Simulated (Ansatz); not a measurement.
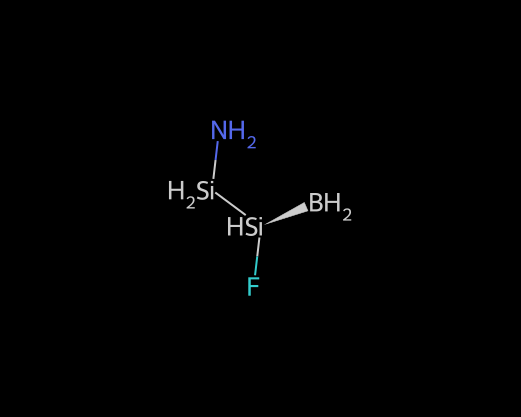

The geometry was computed by an optimisation with PBE-D4/def2-SVP. No frequency run is at hand to confirm it as a minimum. Method: RKS PBE-D4/def2-SVP (Ansatz 0.2.0).

Question: Give the dipole moment at this level.

Answer: 2.27 D.

Question: Give the dispersion correction at this level.

Answer: −25.3 kJ/mol.
